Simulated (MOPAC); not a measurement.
# Frequency calculation, with input and output: CH2FNOSn (part 2 of 2)

The same run, continued: CH2FNOSn, SMILES O=C=[N][SnH2][F]; PM6-D3, closed shell, dispersion D3 (MOPAC 23.2.5). The geometry was optimised with PM6-D3.

Geometry of the input (Å):
```
O  -0.2239  -2.9340  -0.6168
C  -0.0979  -1.8095  -0.3125
N  0.0629  -0.6455  0.0493
Sn 0.1489  0.8782  0.3308
F  -0.8919  1.6910  -1.1966
H  -0.7544  1.3303  1.6797
H  1.7015  1.4866  0.0877
```

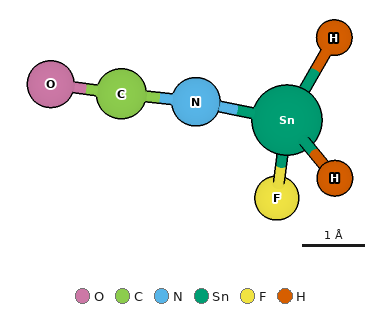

Fig. 1: The structure as given in the input (ball-and-stick view, seen at a tilt). Sticks mark near contacts.

## The program's output, continued
```
 VIBRATION          6    4A"         ATOM PAIR     ENERGY CONTRIBUTION    RADIAL
 FREQUENCY           527.40         C 2 -- N 3         +26.0% ( 62.0%)      0.0%
 TRANSITION DIPOLE   1.1919         Sn4 -- H 7         +21.6% ( 56.6%)      4.2%
 TRAVEL (Ang.)       0.2685         Sn4 -- H 6         +21.6% ( 56.6%)      4.3%
 REDUCED MASS        1.7740         O 1 -- C 2         +12.5% ( 42.9%)      0.0%
 EFFECTIVE MASS      7.9024
 FORCE CONSTANT      0.2907

 VIBRATION          7    3A'         ATOM PAIR     ENERGY CONTRIBUTION    RADIAL
 FREQUENCY           552.62         Sn4 -- F 5         +30.8% ( 75.7%)     96.7%
 TRANSITION DIPOLE   1.6446         C 2 -- N 3         +20.9% ( 62.4%)      0.0%
 TRAVEL (Ang.)       0.1388         C 2 -- Sn4         +18.5% ( 58.6%)     15.3%
 REDUCED MASS        6.3318         O 1 -- C 2         +16.3% ( 55.1%)      0.6%
 EFFECTIVE MASS     23.2954
 FORCE CONSTANT      1.1393

 VIBRATION          8    4A'         ATOM PAIR     ENERGY CONTRIBUTION    RADIAL
 FREQUENCY           560.84         C 2 -- N 3         +26.4% ( 82.6%)      0.1%
 TRANSITION DIPOLE   3.8631         C 2 -- Sn4         +26.3% ( 82.5%)     67.6%
 TRAVEL (Ang.)       0.1546         O 1 -- C 2         +20.0% ( 71.8%)      1.0%
 REDUCED MASS        5.0307         Sn4 -- F 5         +16.2% ( 64.7%)     92.9%
 EFFECTIVE MASS     22.3183
 FORCE CONSTANT      0.9323

 VIBRATION          9    5A'         ATOM PAIR     ENERGY CONTRIBUTION    RADIAL
 FREQUENCY           610.01         C 2 -- Sn4         +32.9% (133.8%)     87.7%
 TRANSITION DIPOLE   2.4142         C 2 -- N 3         +25.9% (118.8%)      2.8%
 TRAVEL (Ang.)       0.1223         O 1 -- C 2         +20.5% (105.8%)     13.1%
 REDUCED MASS        7.3846         N 3 -- Sn4         +17.0% ( 96.1%)     84.9%
 EFFECTIVE MASS     27.9569
 FORCE CONSTANT      1.6190

 VIBRATION         10    6A'         ATOM PAIR     ENERGY CONTRIBUTION    RADIAL
 FREQUENCY           653.64         Sn4 -- H 6         +45.3% ( 57.5%)      0.0%
 TRANSITION DIPOLE   0.9796         Sn4 -- H 7         +45.3% ( 57.5%)      0.0%
 TRAVEL (Ang.)       0.4500         Sn4 -- F 5          +5.2% ( 19.5%)     85.7%
 REDUCED MASS        0.5094         C 2 -- N 3          +2.0% ( 12.0%)      0.0%
 EFFECTIVE MASS      2.2757
 FORCE CONSTANT      0.1282

 VIBRATION         11    7A'         ATOM PAIR     ENERGY CONTRIBUTION    RADIAL
 FREQUENCY           728.06         Sn4 -- H 7         +47.4% ( 58.7%)      0.1%
 TRANSITION DIPOLE   0.9572         Sn4 -- H 6         +47.4% ( 58.7%)      0.1%
 TRAVEL (Ang.)       0.4326         C 2 -- Sn4          +2.0% ( 12.2%)     94.8%
 REDUCED MASS        0.4950         C 2 -- N 3          +1.5% ( 10.5%)     75.2%
 EFFECTIVE MASS      1.3171
 FORCE CONSTANT      0.1546

 VIBRATION         12    8A'         ATOM PAIR     ENERGY CONTRIBUTION    RADIAL
 FREQUENCY          1546.84         N 3 -- Sn4         +40.6% ( 80.9%)     99.3%
 TRANSITION DIPOLE   2.6666         C 2 -- N 3         +32.7% ( 72.6%)     99.9%
 TRAVEL (Ang.)       0.0770         O 1 -- C 2         +24.4% ( 62.6%)     99.9%
 REDUCED MASS        7.3552         C 2 -- Sn4          +2.2% ( 18.6%)     99.5%
 EFFECTIVE MASS     15.1605
 FORCE CONSTANT     10.3689

 VIBRATION         13    9A'         ATOM PAIR     ENERGY CONTRIBUTION    RADIAL
 FREQUENCY          2304.11         C 2 -- N 3         +37.3% ( 88.6%)     99.9%
 TRANSITION DIPOLE  11.6792         O 1 -- C 2         +34.8% ( 85.5%)    100.0%
 TRAVEL (Ang.)       0.0670         C 2 -- Sn4         +24.0% ( 71.0%)     99.8%
 REDUCED MASS        6.5256         N 3 -- Sn4          +3.8% ( 28.4%)     98.8%
 EFFECTIVE MASS     12.8131
 FORCE CONSTANT     20.4115

 VIBRATION         14   10A'         ATOM PAIR     ENERGY CONTRIBUTION    RADIAL
 FREQUENCY          2485.67         Sn4 -- H 7         +49.8% ( 70.7%)     99.5%
 TRANSITION DIPOLE   0.2111         Sn4 -- H 6         +49.8% ( 70.7%)     99.5%
 TRAVEL (Ang.)       0.2330         C 2 -- N 3          +0.1% (  3.9%)    100.0%
 REDUCED MASS        0.4998
 EFFECTIVE MASS      1.1063
 FORCE CONSTANT      1.8194

 VIBRATION         15    5A"         ATOM PAIR     ENERGY CONTRIBUTION    RADIAL
 FREQUENCY          2502.47         Sn4 -- H 6         +50.0% ( 70.6%)     99.7%
 TRANSITION DIPOLE   0.3327         Sn4 -- H 7         +50.0% ( 70.6%)     99.7%
 TRAVEL (Ang.)       0.2302
 REDUCED MASS        0.5085
 EFFECTIVE MASS      1.2575
 FORCE CONSTANT      1.8763

      SYMMETRY NUMBER FOR POINT-GROUP Cs  =  1

          SYSTEM IS A GROUND STATE

 job CH2FNOSn

          MOLECULE IS NOT LINEAR

          THERE ARE 15 GENUINE VIBRATIONS IN THIS SYSTEM
          THIS THERMODYNAMICS CALCULATION IS LIMITED TO
          MOLECULES WHICH HAVE NO INTERNAL ROTATIONS

                    CALCULATED THERMODYNAMIC PROPERTIES
                                          *
   TEMP. (K)   PARTITION FUNCTION   H.O.F.    ENTHALPY  HEAT CAPACITY ENTROPY
                                   KCAL/MOL   CAL/MOLE    CAL/K/MOL  CAL/K/MOL

 298.00  VIB.     0.1176D+02                  2042.4856    14.3582    11.7514
         ROT.     0.2203D+06                   888.2803     2.9808    27.4289
         INT.     0.2590D+07                  2930.7659    17.3390    39.1803
         TRA.     0.2368D+28                  1480.4672     4.9680    41.4962
         TOT.                      -90.264    4411.2331    22.3070    80.6766

 200.00  VIB.     0.3925D+01                   841.8769     9.7994     6.9265
         ROT.     0.1211D+06                   596.1613     2.9808    26.2403
         INT.     0.4754D+06                  1438.0382    12.7802    33.1668
         TRA.     0.1302D+28                   993.6021     4.9680    39.5151
         TOT.                      -92.244    2431.6403    17.7482    72.6819

 210.00  VIB.     0.4367D+01                   942.6879    10.3595     7.4183
         ROT.     0.1303D+06                   625.9693     2.9808    26.3857
         INT.     0.5691D+06                  1568.6573    13.3403    33.8040
         TRA.     0.1401D+28                  1043.2822     4.9680    39.7575
         TOT.                      -92.063    2611.9395    18.3083    73.5614

 220.00  VIB.     0.4867D+01                  1048.9988    10.8991     7.9127
         ROT.     0.1397D+06                   655.7774     2.9808    26.5244
         INT.     0.6801D+06                  1704.7762    13.8799    34.4371
         TRA.     0.1502D+28                  1092.9623     4.9680    39.9886
         TOT.                      -91.877    2797.7385    18.8479    74.4257

 230.00  VIB.     0.5431D+01                  1160.5967    11.4168     8.4087
         ROT.     0.1494D+06                   685.5855     2.9808    26.6569
         INT.     0.8113D+06                  1846.1821    14.3976    35.0656
         TRA.     0.1606D+28                  1142.6424     4.9680    40.2094
         TOT.                      -91.686    2988.8246    19.3656    75.2750

 240.00  VIB.     0.6069D+01                  1277.2603    11.9122     8.9052
         ROT.     0.1592D+06                   715.3935     2.9808    26.7837
         INT.     0.9663D+06                  1992.6538    14.8930    35.6889
         TRA.     0.1712D+28                  1192.3226     4.9680    40.4209
         TOT.                      -91.490    3184.9764    19.8610    76.1097

 250.00  VIB.     0.6789D+01                  1398.7648    12.3850     9.4011
         ROT.     0.1693D+06                   745.2016     2.9808    26.9054
         INT.     0.1149D+07                  2143.9664    15.3658    36.3065
         TRA.     0.1820D+28                  1242.0027     4.9680    40.6237
         TOT.                      -91.289    3385.9691    20.3338    76.9302

 260.00  VIB.     0.7602D+01                  1524.8868    12.8357     9.8957
         ROT.     0.1795D+06                   775.0097     2.9808    27.0223
         INT.     0.1365D+07                  2299.8964    15.8165    36.9180
         TRA.     0.1930D+28                  1291.6828     4.9680    40.8185
         TOT.                      -91.084    3591.5792    20.7845    77.7365

 270.00  VIB.     0.8519D+01                  1655.4069    13.2648    10.3882
         ROT.     0.1900D+06                   804.8177     2.9808    27.1348
         INT.     0.1619D+07                  2460.2246    16.2456    37.5230
         TRA.     0.2042D+28                  1341.3629     4.9680    41.0060
         TOT.                      -90.874    3801.5875    21.2136    78.5291

 280.00  VIB.     0.9553D+01                  1790.1126    13.6730    10.8781
         ROT.     0.2006D+06                   834.6258     2.9808    27.2432
         INT.     0.1917D+07                  2624.7384    16.6538    38.1213
         TRA.     0.2157D+28                  1391.0430     4.9680    41.1867
         TOT.                      -90.659    4015.7814    21.6218    79.3080

 290.00  VIB.     0.1072D+02                  1928.8000    14.0613    11.3647
         ROT.     0.2115D+06                   864.4339     2.9808    27.3478
         INT.     0.2267D+07                  2793.2339    17.0421    38.7125
         TRA.     0.2274D+28                  1440.7231     4.9680    41.3610
         TOT.                      -90.441    4233.9569    22.0101    80.0736

 300.00  VIB.     0.1203D+02                  2071.2745    14.4306    11.8477
         ROT.     0.2225D+06                   894.2419     2.9808    27.4489
         INT.     0.2678D+07                  2965.5164    17.4114    39.2966
         TRA.     0.2392D+28                  1490.4032     4.9680    41.5295
         TOT.                      -90.219    4455.9196    22.3794    80.8260

 310.00  VIB.     0.1351D+02                  2217.3519    14.7820    12.3266
         ROT.     0.2337D+06                   924.0500     2.9808    27.5466
         INT.     0.3158D+07                  3141.4018    17.7628    39.8733
         TRA.     0.2513D+28                  1540.0833     4.9680    41.6924
         TOT.                      -89.994    4681.4851    22.7308    81.5656

 320.00  VIB.     0.1518D+02                  2366.8583    15.1166    12.8013
         ROT.     0.2451D+06                   953.8580     2.9808    27.6412
         INT.     0.3721D+07                  3320.7163    18.0974    40.4425
         TRA.     0.2635D+28                  1589.7634     4.9680    41.8501
         TOT.                      -89.765    4910.4797    23.0654    82.2926

 330.00  VIB.     0.1705D+02                  2519.6305    15.4353    13.2714
         ROT.     0.2567D+06                   983.6661     2.9808    27.7330
         INT.     0.4377D+07                  3503.2966    18.4161    41.0043
         TRA.     0.2760D+28                  1639.4435     4.9680    42.0030
         TOT.                      -89.532    5142.7402    23.3842    83.0073

 340.00  VIB.     0.1916D+02                  2675.5159    15.7393    13.7367
         ROT.     0.2685D+06                  1013.4742     2.9808    27.8220
         INT.     0.5143D+07                  3688.9900    18.7202    41.5587
         TRA.     0.2886D+28                  1689.1236     4.9680    42.1513
         TOT.                      -89.297    5378.1136    23.6882    83.7099

 350.00  VIB.     0.2152D+02                  2834.3716    16.0296    14.1972
         ROT.     0.2804D+06                  1043.2822     2.9808    27.9084
         INT.     0.6035D+07                  3877.6538    19.0104    42.1055
         TRA.     0.3014D+28                  1738.8037     4.9680    42.2953
         TOT.                      -89.059    5616.4575    23.9784    84.4008

 360.00  VIB.     0.2418D+02                  2996.0647    16.3070    14.6526
         ROT.     0.2925D+06                  1073.0903     2.9808    27.9923
         INT.     0.7073D+07                  4069.1550    19.2878    42.6450
         TRA.     0.3145D+28                  1788.4838     4.9680    42.4352
         TOT.                      -88.818    5857.6388    24.2558    85.0802

 370.00  VIB.     0.2716D+02                  3160.4716    16.5725    15.1031
         ROT.     0.3048D+06                  1102.8984     2.9808    28.0740
         INT.     0.8278D+07                  4263.3699    19.5533    43.1771
         TRA.     0.3277D+28                  1838.1639     4.9680    42.5714
         TOT.                      -88.574    6101.5339    24.5213    85.7485

 380.00  VIB.     0.3050D+02                  3327.4773    16.8269    15.5485
         ROT.     0.3172D+06                  1132.7064     2.9808    28.1535
         INT.     0.9677D+07                  4460.1837    19.8077    43.7019
         TRA.     0.3410D+28                  1887.8440     4.9680    42.7038
         TOT.                      -88.327    6348.0277    24.7757    86.4058

 390.00  VIB.     0.3425D+02                  3496.9751    17.0710    15.9887
         ROT.     0.3298D+06                  1162.5145     2.9808    28.2309
         INT.     0.1130D+08                  4659.4896    20.0518    44.2196
         TRA.     0.3546D+28                  1937.5242     4.9680    42.8329
         TOT.                      -88.078    6597.0137    25.0198    87.0525

 400.00  VIB.     0.3844D+02                  3668.8660    17.3056    16.4239
         ROT.     0.3426D+06                  1192.3226     2.9808    28.3064
         INT.     0.1317D+08                  4861.1885    20.2864    44.7303
         TRA.     0.3683D+28                  1987.2043     4.9680    42.9587
         TOT.                      -87.827    6848.3928    25.2544    87.6890

   *: NOTE: HEATS OF FORMATION ARE RELATIVE TO THE
            ELEMENTS IN THEIR STANDARD STATE AT 298K
              (=  Standard Enthalpy of Formation).

            Hvib:  Zero-point energy is not included.
                   frequencies of less than zero cm-1 are not included.
            Hrot = (3/2)RT
            Htra = (3/2)RT + pV = (5/2)RT

            Heat capacity is Cp, not Cv

           FORCE CONSTANT IN CARTESIAN COORDINATES (Millidynes/A)

    ATOM   CHEMICAL       X               Y               Z
   NUMBER   SYMBOL  FORCE CONSTANT  FORCE CONSTANT  FORCE CONSTANT

      1       O       15.609223        0.392706        0.376361
      2       C       27.121506        1.525313        1.338586
      3       N       20.264188        1.171588        0.872855
      4      Sn        9.309664        4.137756        6.148304
      5       F        0.203841        3.048037        0.139143
      6       H        0.821191        0.449115        2.792460
      7       H        0.821039        0.452643        2.789084

 *                    *
 * JOB ENDED NORMALLY *
 *                    *

 TOTAL JOB TIME:             0.08 SECONDS

 == MOPAC DONE ==
```

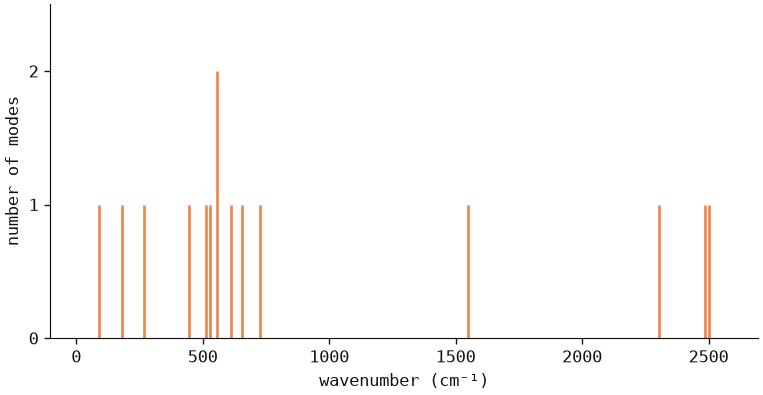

Fig. 2: Harmonic vibrational wavenumbers from the force constants; neighbouring modes closer than 11 cm⁻¹ are counted in one stick. 15 modes from 90 to 2502 cm⁻¹, none imaginary.

## Summary

```csv
quantity,value
outcome,converged
heat of formation,−90.26 kcal/mol
basis functions,22
zero-point energy,0.031824 hartree
"wavenumbers, lowest and highest",90 and 2502 cm⁻¹
peak memory,0.087 GiB
```

MOPAC's energies along a path are heats of formation.
